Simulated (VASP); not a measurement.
Band structure of BaHfO$_{3}$ (cubic perovskite). All values below come from optB88-vdW, VASP's PBE PAW potentials (set 64) (plane waves; VASP 6.6.1).

Unless said otherwise, spin-orbit coupling is left out, though it shifts the bands of the heavy elements here.

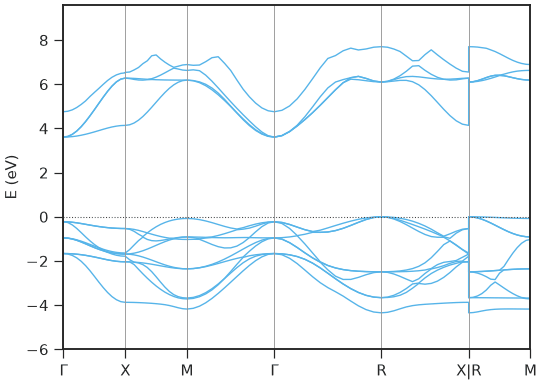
*Bands along high-symmetry lines, zero at the valence-band maximum or, without a gap, the Fermi level*

Problem. Read the plot: is there a gap, and where are the band edges?

Solution. The gap is indirect, 3.61 eV, from the valence maximum at R to the conduction minimum at Γ. (Edges off the drawn lines would not show.)

The compound is BaHfO3 in the cubic perovskite structure. It was relaxed first.
